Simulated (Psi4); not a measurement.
**HF/3-21G run of C2H2F4 (SMILES FCC(F)(F)F)**

Aim: the vertical singlet–triplet gap of C2H2F4 at HF/3-21G, from 2 runs. 

The results are computed with Psi4 1.11.

10 further runs of the same task are left out: 9 that didn't finish, 1 set aside as unsound or not needed.

**1. The structure to begin with**

C2H2F4 has 8 atoms, charge 0, and is taken as a singlet. As SMILES, `FCC(F)(F)F`. Geometry: relaxed at PBE0-D4/def2-TZVP.

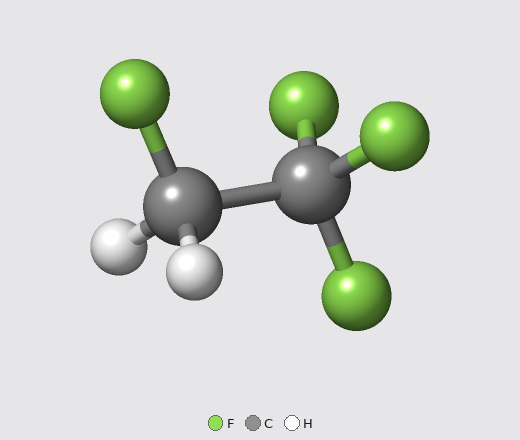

Viewed from a chosen angle; fluorine green, carbon grey, hydrogen white.

**2. A single-point energy at HF/3-21G**

The input, job.py:

```python
import psi4

psi4.set_memory(1600000000)
psi4.set_num_threads(1)
psi4.set_output_file('output.dat', False)

geom = psi4.geometry("""
F
C 1 1.364178
C 2 1.514264 1 109.80418
F 3 1.33237 2 111.87985 1 60.62484
F 3 1.339019 4 108.10307 2 -119.86914
F 3 1.332309 4 107.85441 5 -116.66945
H 2 1.092479 1 109.73899 3 119.32752
H 2 1.092493 7 110.29873 1 -121.01402
units angstrom
symmetry c1
no_reorient
no_com
""")

psi4.set_options({
    'basis': '3-21G',
    'puream': True,
    'e_convergence': 1e-09,
    'd_convergence': 1e-08,
    'scf_type': 'pk',
})

E, wfn = psi4.energy("scf", molecule=geom, return_wfn=True)
psi4.oeprop(wfn, "WIBERG_LOWDIN_INDICES", "MULLIKEN_CHARGES", "MAYER_INDICES", title="SCF")
print(f'scf energy: {E:.10f} Eh')
```

Started as:

```
$ python job.py
```

output.dat:

```text
[...]
  Running in c1 symmetry.
[...]
  Nuclear repulsion =  273.039974857593165
[...]
  Multiplicity = 1
[...]
  Nalpha       = 25
  Nbeta        = 25
[...]
    Number of basis functions: 58
[...]
   @RHF iter   1:  -471.96238929216378   -6.66172e-01   8.81381e-03 ADIIS/DIIS
[...]
   @RHF iter  12:  -472.08809125773416   -5.11591e-13   4.21417e-09 DIIS
[...]
    Orbital Energies [Eh]
    ---------------------
    Doubly Occupied:
       1A    -26.225833     2A    -26.222279     3A    -26.221616
       4A    -26.178974     5A    -11.472150     6A    -11.302547
       7A     -1.747588     8A     -1.644421     9A     -1.641543
      10A     -1.619134    11A     -1.078571    12A     -0.920642
      13A     -0.827839    14A     -0.827283    15A     -0.812237
      16A     -0.738241    17A     -0.717330    18A     -0.692136
      19A     -0.690244    20A     -0.662762    21A     -0.656082
      22A     -0.655435    23A     -0.645847    24A     -0.559945
      25A     -0.542368
[...]
  @RHF Final Energy:  -472.08809125773416
   => Energetics <=
    Nuclear Repulsion Energy =            273.0399748575931653
    One-Electron Energy =               -1199.6500420610495894
    Two-Electron Energy =                 454.5219759457222608
    Total Energy =                       -472.0880912577341633
[...]
 Multipole Moments:
 ------------------------------------------------------------------------------------
     Multipole            Electronic (a.u.)      Nuclear  (a.u.)        Total (a.u.)
 ------------------------------------------------------------------------------------
 L = 1.  Multiply by 2.5417464519 to convert [e a0] to [Debye]
 Dipole X            :          0.0000464           -0.0001862           -0.0001398
 Dipole Y            :         -3.0949716            3.9466939            0.8517223
 Dipole Z            :          0.0585694            0.4029255            0.4614949
 Magnitude           :                                                    0.9687148
[...]
  Mulliken Charges: (a.u.)
   Center  Symbol    Alpha    Beta     Spin     Total
       1     F     4.69215  4.69215  0.00000 -0.38431
       2     C     3.03230  3.03230  0.00000 -0.06460
       3     C     2.43724  2.43724  0.00000  1.12551
       4     F     4.69310  4.69310  0.00000 -0.38619
       5     F     4.69710  4.69710  0.00000 -0.39420
       6     F     4.69308  4.69308  0.00000 -0.38616
       7     H     0.37751  0.37751  0.00000  0.24498
       8     H     0.37752  0.37752  0.00000  0.24496
   Total alpha = 25.00000, Total beta = 25.00000, Total charge =  0.00000
[...]
```

On the terminal:

```text
scf energy: -472.0880912577 Eh
```

Wall time 2.7 s (1 thread of Intel Xeon Platinum 8259CL at 2.50GHz (Skylake/Cascade Lake), shared host); peak memory 0.2 GiB.

**3. The triplet, same level**

The input, c2h2f4.xyz:

```xyz
8
C2H2F4
F     -0.224600    -1.506500     0.915200
C     -0.211200    -0.737800    -0.211700
C      0.211200     0.674300     0.135500
F      1.434400     0.711300     0.662400
F      0.217100     1.411800    -0.982100
F     -0.624600     1.243600     1.002900
H      0.502000    -1.148600    -0.930100
H     -1.212300    -0.705100    -0.647900
```

The input, calc.py:

```python
import psi4

psi4.set_memory('1600 MB')
psi4.set_num_threads(1)
psi4.core.set_output_file('psi4.out', False)

with open('c2h2f4.xyz') as f:
    atoms = ''.join(f.readlines()[2:])
geom = psi4.geometry('0 3\n' + atoms + 'symmetry c1')

options = {'basis': '3-21G', 'reference': 'uhf', 'puream': True, 'e_convergence': 1e-09, 'd_convergence': 1e-08, 'scf_type': 'pk', 'maxiter': 100}
psi4.set_options(options)

result, w = psi4.energy("scf", return_wfn=True)
psi4.oeprop(w, "MAYER_INDICES", "WIBERG_LOWDIN_INDICES", "QUADRUPOLE")
print(f'scf energy: {result:.10f} Eh')
```

Started as:

```
$ python calc.py
```

psi4.out:

```text
[...]
  Running in c1 symmetry.
[...]
  Nuclear repulsion =  273.039960987056929
[...]
  Multiplicity = 3
[...]
  Nalpha       = 26
  Nbeta        = 24
[...]
    Number of basis functions: 58
[...]
   @UHF iter   1:  -471.51672489368082   -2.20508e-01   8.96386e-03 DIIS/ADIIS
[...]
   @UHF iter  32:  -471.71022773829907    4.94538e-12   9.09794e-09 DIIS
[...]
   @S^2 Observed:                2.008309515E+00
[...]
    Orbital Energies [Eh]
    ---------------------
    Alpha Occupied:
       1A    -26.393963     2A    -26.201057     3A    -26.200284
       4A    -26.188430     5A    -11.458935     6A    -11.215755
       7A     -1.852500     8A     -1.725107     9A     -1.624171
      10A     -1.618257    11A     -1.099319    12A     -0.972027
      13A     -0.939154    14A     -0.874957    15A     -0.869468
      16A     -0.801401    17A     -0.800515    18A     -0.740182
      19A     -0.684418    20A     -0.681100    21A     -0.638078
      22A     -0.631862    23A     -0.623125    24A     -0.574288
      25A     -0.551817    26A     -0.156650
    Alpha Virtual:
[...]
  @UHF Final Energy:  -471.71022773829907
   => Energetics <=
    Nuclear Repulsion Energy =            273.0399609870569293
    One-Electron Energy =               -1199.0862673306946817
    Two-Electron Energy =                 454.3360786053386846
    Total Energy =                       -471.7102277382990678
  UHF NO Occupations:
  HONO-2 :   24  A 1.9982811
  HONO-1 :   25  A 1.0000000
[...]
 Multipole Moments:
 ------------------------------------------------------------------------------------
     Multipole            Electronic (a.u.)      Nuclear  (a.u.)        Total (a.u.)
 ------------------------------------------------------------------------------------
 L = 1.  Multiply by 2.5417464519 to convert [e a0] to [Debye]
 Dipole X            :          0.8629424           -1.1523862           -0.2894438
 Dipole Y            :          1.7309518           -2.8838426           -1.1528908
 Dipole Z            :          2.5226320           -2.4686435            0.0539885
 Magnitude           :                                                    1.1898948
 L = 2.  Multiply by 1.3450342976 to convert [e a0^2] to [Debye ang]
 Quadrupole XX       :       -111.1620022           86.8608909          -24.3011114
 Quadrupole XY       :        -28.6209898           29.2572382            0.6362484
[...]
```

Standard output:

```text
scf energy: -471.7102277383 Eh
```

It took 3.9 s on 1 thread of Intel Xeon Platinum 8259CL at 2.50GHz (Skylake/Cascade Lake), shared host; peak memory 0.2 GiB.

**4. What came out**

At HF/3-21G:

| quantity | value |
| --- | --- |
| singlet: total energy | -472.08809 Eh |
| singlet: dipole moment | 2.46 D |
| singlet: HOMO energy | -14.76 eV |
| singlet: LUMO energy | 6.76 eV |
| singlet: HOMO–LUMO gap | 21.52 eV |
| triplet: total energy | -471.71023 Eh |
| triplet: dipole moment | 3.02 D |
| triplet: HOMO energy (highest over α and β) | -4.26 eV |
| triplet: LUMO energy (lowest over α and β) | -0.96 eV |
| triplet: ⟨S²⟩ | 2.008 |
| vertical energy of the triplet above the singlet | 10.282 eV |

In words: At this shape the triplet lies 10.28 eV (237 kcal/mol) above the singlet.
